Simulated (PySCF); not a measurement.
Geometry relaxation of CH3FS (part 2 of 2)

The same run, continued: CH3FS, SMILES FCS; HF/LANL08, RHF, dispersion D3(0), core potentials lanl08 (PySCF 2.14.0). The geometry: force field.

### The program's output, continued
```
Geometry optimization cycle 9
Cartesian coordinates (Angstrom)
 Atom        New coordinates             dX        dY        dZ
   F   0.660630   0.109359  -1.341706    0.000048  0.000050  0.000129
   C  -0.014003  -0.419962  -0.294186   -0.000046 -0.000082  0.000032
   S  -0.792597   0.878135   0.731837    0.000041 -0.000143  0.000120
   H   0.676007  -1.000710   0.297219    0.000027 -0.000146 -0.000011
   H  -0.816907  -1.037894  -0.663887   -0.000078  0.000040 -0.000151
   H   0.328870   1.407073   1.224624    0.000009  0.000281 -0.000121
converged SCF energy = -148.970726078123
--------------- DFRHF_Scanner gradients ---------------
         x                y                z
0 F     0.0000009932     0.0000032813    -0.0000039100
1 C    -0.0000059341     0.0000028336     0.0000025019
2 S     0.0000029712    -0.0000011911    -0.0000010271
3 H     0.0000000656    -0.0000040085     0.0000028892
4 H     0.0000021190    -0.0000024903    -0.0000006934
5 H    -0.0000002150     0.0000015750     0.0000002395
----------------------------------------------
cycle 9: E = -148.970726078  dE = -1.37648e-08  norm(grad) = 1.1226e-05
Step    8 : Displace = 1.888e-04/3.036e-04 (rms/max) Trust = 3.000e-01 (=) Grad = 4.583e-06/7.036e-06 (rms/max) E (change) = -148.9707260781 (-1.376e-08) Quality = 0.986
Hessian Eigenvalues: 5.63910e-03 4.99892e-02 5.00000e-02 ... 3.33569e-01 3.54474e-01 4.58890e-01

Geometry optimization cycle 10
Cartesian coordinates (Angstrom)
 Atom        New coordinates             dX        dY        dZ
   F   0.660627   0.109334  -1.341726   -0.000003 -0.000025 -0.000020
   C  -0.013998  -0.419958  -0.294196    0.000005  0.000004 -0.000009
   S  -0.792600   0.878154   0.731812   -0.000003  0.000019 -0.000025
   H   0.676022  -1.000677   0.297215    0.000016  0.000033 -0.000004
   H  -0.816916  -1.037887  -0.663871   -0.000009  0.000007  0.000016
   H   0.328864   1.407035   1.224666   -0.000006 -0.000039  0.000042
converged SCF energy = -148.970726078275
--------------- DFRHF_Scanner gradients ---------------
         x                y                z
0 F    -0.0000008877    -0.0000010064     0.0000004940
1 C     0.0000011501     0.0000016180    -0.0000007985
2 S     0.0000003747     0.0000001774    -0.0000005993
3 H    -0.0000002534     0.0000002871     0.0000001015
4 H    -0.0000001744    -0.0000005136     0.0000001414
5 H    -0.0000002093    -0.0000005625     0.0000006609
----------------------------------------------
cycle 10: E = -148.970726078  dE = -1.52028e-10  norm(grad) = 2.90213e-06
```

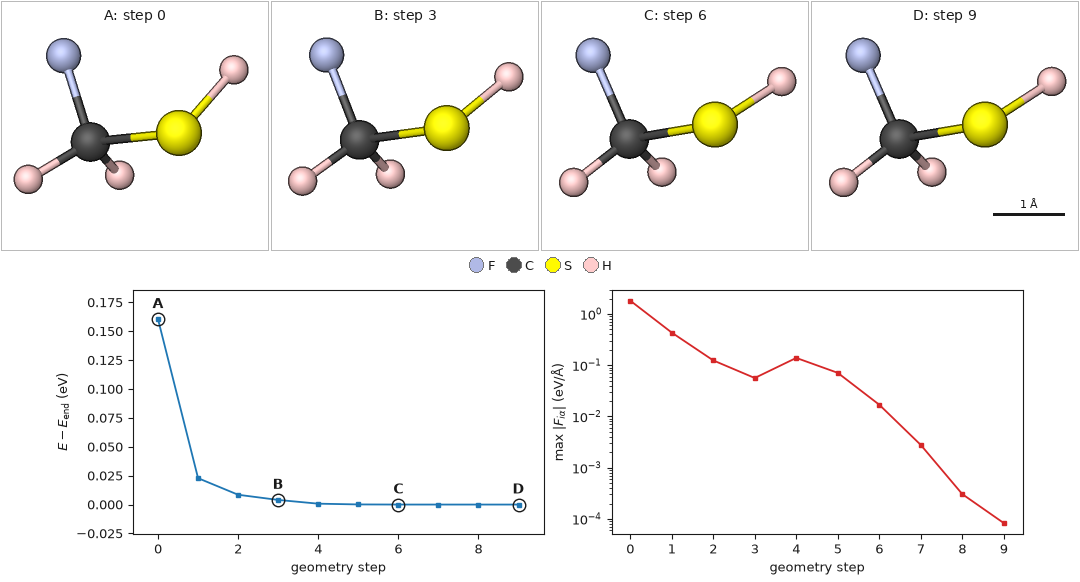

**Figure 1.** Frames of the relaxation (ball-and-stick view, seen at a tilt) above the curves, on which the letters mark them (steps are counted from 0).

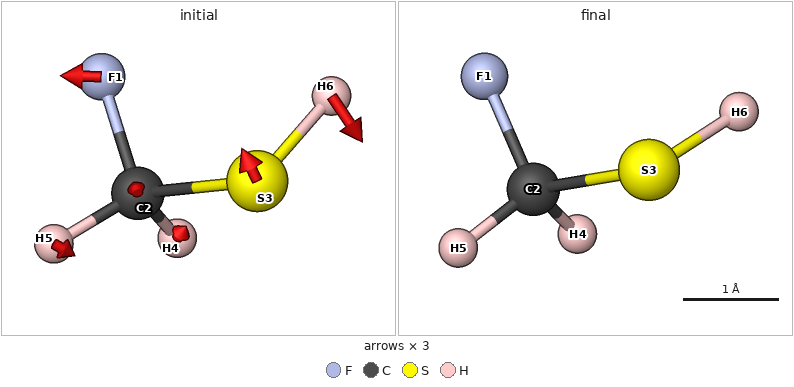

**Figure 2.** Before (left) and after (right) the relaxation, at one scale (ball-and-stick view, seen at a tilt). The red arrows give the displacements, magnified 3 times. Over 9 geometry steps the energy falls by 0.160 eV. The largest force component goes from 1.8 to under 0.0001 eV/Å. The atom that moves furthest after the best rigid fit is H6 (0.20 Å). Largest moves by element: H 0.20 Å, F 0.15 Å, S 0.13 Å, C 0.06 Å. Among the contacts that change: C2–H4 1.133 → 1.078 Å, S3–H6 1.377 → 1.334 Å, C2–S3 1.806 → 1.829 Å, C2–H5 1.098 → 1.079 Å. Among the angles that change: F1–C2–H4 102.1° → 108.4°, S3–C2–H5 110.5° → 106.4°, C2–S3–H6 94.7° → 97.5°. (Atoms are counted from 1 in the order of the input.)

```
Step    9 : Displace = 3.452e-05/5.270e-05 (rms/max) Trust = 3.000e-01 (=) Grad = 1.185e-06/2.140e-06 (rms/max) E (change) = -148.9707260783 (-1.520e-10) Quality = 0.545
Hessian Eigenvalues: 5.63910e-03 4.99892e-02 5.00000e-02 ... 3.33569e-01 3.54474e-01 4.58890e-01
Converged! =D

converged: True
F           0.66062666        0.10933401       -1.34172629
C          -0.01399754       -0.41995812       -0.29419550
S          -0.79259984        0.87815356        0.73181217
H           0.67602247       -1.00067680        0.29721485
H          -0.81691589       -1.03788720       -0.66387127
H           0.32886414        1.40703455        1.22466604
converged SCF energy = -148.970726078275
Final energy -148.9707260782751
```

### Trajectory as extended XYZ (Å, eV, eV/Å), 10 frames, from step=0 to step=9
```
6
Properties=species:S:1:pos:R:3:forces:R:3 step=0 energy=-4053.53948
F     0.7018    0.1659   -1.2105   -0.3128   0.3947  -0.3709
C    -0.0637   -0.4261   -0.2576    1.8205  -1.7651   0.0615
S    -0.8095    0.8007    0.8376    0.7433   0.8371   0.2589
H     0.6917   -1.0714    0.2880   -1.6290   0.6811  -0.4566
H    -0.8411   -1.0244   -0.7513    0.3712   0.3971   0.5406
H     0.3628    1.4913    1.0477   -0.9933  -0.5449  -0.0335
6
Properties=species:S:1:pos:R:3:forces:R:3 step=1 energy=-4053.67712
F     0.6804    0.1659   -1.2823   -0.0044  -0.2997   0.3685
C    -0.0071   -0.4354   -0.2705   -0.1938   0.1728  -0.4333
S    -0.7852    0.8144    0.8052   -0.1843   0.0440   0.0306
H     0.6406   -1.0800    0.2974    0.3014   0.0971  -0.0773
H    -0.8131   -1.0065   -0.6978   -0.0745  -0.0835  -0.0054
H     0.3264    1.4775    1.1019    0.1556   0.0692   0.1169
6
Properties=species:S:1:pos:R:3:forces:R:3 step=2 energy=-4053.69148
F     0.6854    0.1440   -1.2859   -0.0848  -0.0444   0.0492
C    -0.0175   -0.4334   -0.2794    0.0701   0.0940  -0.1241
S    -0.7894    0.8299    0.7967   -0.0873   0.0011  -0.0620
H     0.6539   -1.0547    0.2858    0.0900  -0.0334   0.0819
H    -0.8199   -1.0209   -0.6949   -0.0497   0.0070   0.0057
H     0.3295    1.4712    1.1317    0.0617  -0.0243   0.0493
6
Properties=species:S:1:pos:R:3:forces:R:3 step=3 energy=-4053.69596
F     0.6778    0.1328   -1.3010   -0.0252   0.0265  -0.0520
C    -0.0167   -0.4292   -0.2849    0.0284  -0.0125   0.0403
S    -0.7953    0.8440    0.7765    0.0563   0.0217  -0.0427
H     0.6653   -1.0353    0.2914   -0.0447   0.0062   0.0068
H    -0.8220   -1.0246   -0.6864    0.0216  -0.0107   0.0173
H     0.3329    1.4483    1.1583   -0.0363  -0.0312   0.0303
6
Properties=species:S:1:pos:R:3:forces:R:3 step=4 energy=-4053.69921
F     0.6656    0.1144   -1.3293    0.0346   0.0501  -0.0993
C    -0.0141   -0.4238   -0.2938   -0.0435  -0.0032   0.1388
S    -0.7944    0.8679    0.7457    0.0501  -0.0068  -0.0302
H     0.6743   -1.0093    0.2962   -0.0411  -0.0089  -0.0170
H    -0.8202   -1.0337   -0.6715    0.0302  -0.0092   0.0104
H     0.3308    1.4205    1.2065   -0.0303  -0.0220  -0.0026
6
Properties=species:S:1:pos:R:3:forces:R:3 step=5 energy=-4053.69986
F     0.6612    0.1094   -1.3403    0.0226   0.0232  -0.0405
C    -0.0132   -0.4205   -0.2951   -0.0449  -0.0041   0.0710
S    -0.7935    0.8770    0.7340    0.0299  -0.0132  -0.0181
H     0.6762   -1.0014    0.2974   -0.0093   0.0006  -0.0102
H    -0.8177   -1.0368   -0.6646    0.0115  -0.0062  -0.0031
H     0.3291    1.4084    1.2224   -0.0098  -0.0002   0.0009
6
Properties=species:S:1:pos:R:3:forces:R:3 step=6 energy=-4053.69996
F     0.6602    0.1092   -1.3421    0.0087   0.0013  -0.0082
C    -0.0138   -0.4200   -0.2946   -0.0105   0.0014   0.0169
S    -0.7924    0.8786    0.7314   -0.0003  -0.0043  -0.0022
H     0.6760   -1.0005    0.2975    0.0011   0.0017  -0.0053
H    -0.8168   -1.0381   -0.6638    0.0004   0.0008   0.0001
H     0.3288    1.4068    1.2255    0.0006  -0.0009  -0.0014
6
Properties=species:S:1:pos:R:3:forces:R:3 step=7 energy=-4053.69997
F     0.6606    0.1093   -1.3418    0.0003   0.0001   0.0002
C    -0.0140   -0.4199   -0.2942   -0.0028   0.0000  -0.0002
S    -0.7926    0.8783    0.7317    0.0002  -0.0012  -0.0009
H     0.6760   -1.0006    0.2972    0.0021  -0.0003   0.0010
H    -0.8168   -1.0379   -0.6637   -0.0007   0.0001  -0.0009
H     0.3289    1.4068    1.2247    0.0008   0.0013   0.0009
6
Properties=species:S:1:pos:R:3:forces:R:3 step=8 energy=-4053.69997
F     0.6606    0.1094   -1.3417   -0.0001  -0.0002   0.0002
C    -0.0140   -0.4200   -0.2942    0.0003  -0.0001  -0.0001
S    -0.7926    0.8781    0.7318   -0.0002   0.0001   0.0001
H     0.6760   -1.0007    0.2972    0.0000   0.0002  -0.0001
H    -0.8169   -1.0379   -0.6639   -0.0001   0.0001   0.0000
H     0.3289    1.4071    1.2246    0.0000  -0.0001   0.0000
6
Properties=species:S:1:pos:R:3:forces:R:3 step=9 energy=-4053.69997
F     0.6606    0.1093   -1.3417    0.0000   0.0001   0.0000
C    -0.0140   -0.4200   -0.2942   -0.0001  -0.0001   0.0000
S    -0.7926    0.8782    0.7318    0.0000   0.0000   0.0000
H     0.6760   -1.0007    0.2972    0.0000   0.0000   0.0000
H    -0.8169   -1.0379   -0.6639    0.0000   0.0000   0.0000
H     0.3289    1.4070    1.2247    0.0000   0.0000   0.0000
```

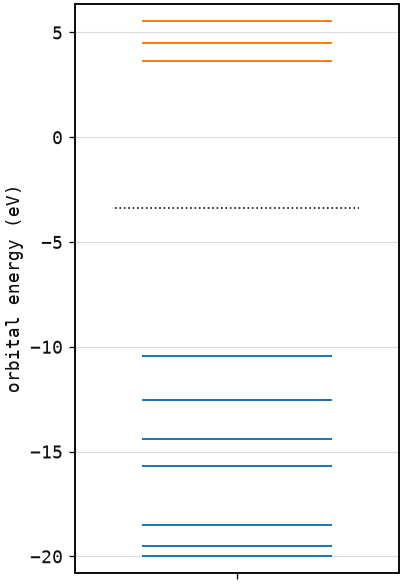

**Figure 3.** Orbital energies near the frontier; the dotted line parts filled from empty levels, and levels within 0.02 eV of each other stand side by side. Highest filled −10.44 eV, lowest empty 3.65 eV, 14.09 eV apart.

This output came from the following input.

### Input (job.py)
```python
from pyscf import gto
from pyscf import df
from pyscf.geomopt.geometric_solver import kernel as optimise

mol = gto.M(
    atom=[
    ('F', (0.701800, 0.165900, -1.210500)),
    ('C', (-0.063700, -0.426100, -0.257600)),
    ('S', (-0.809500, 0.800700, 0.837600)),
    ('H', (0.691700, -1.071400, 0.288000)),
    ('H', (-0.841100, -1.024400, -0.751300)),
    ('H', (0.362800, 1.491300, 1.047700)),
],
    ecp={'S': 'lanl08'},
    max_memory=1860,
    basis={'default': 'lanl08', 'F': '6-311g**', 'C': '6-311g**', 'H': '6-311g**'},
    spin=0,
    verbose=3,
)

mf = mol.RHF()
mf = mf.density_fit(auxbasis=df.aug_etb(mol, beta=2.0))
mf.disp = 'd3zero'
converged, mol_eq = optimise(mf, maxsteps=100, convergence_set='GAU_TIGHT')
print('converged:', converged)
print(mol_eq.tostring())

mf.reset(mol_eq)
mol = mol_eq
mf.kernel()
energy = mf.e_tot
print('Final energy', energy)
```

Run as:
```bash
OMP_NUM_THREADS=1 python job.py
```

### Results in brief

- outcome: converged
- total energy: −148.970726 hartree
- dispersion energy: −0.001929 hartree
- basis functions: 66
- HOMO: −10.44 eV
- LUMO: 3.65 eV
- dipole moment: 1.88 D
- hardware: 1 thread of AMD EPYC (Zen 3), 189 GiB of memory available, shared host
- wall time: 36 s
- peak memory: 0.18 GiB
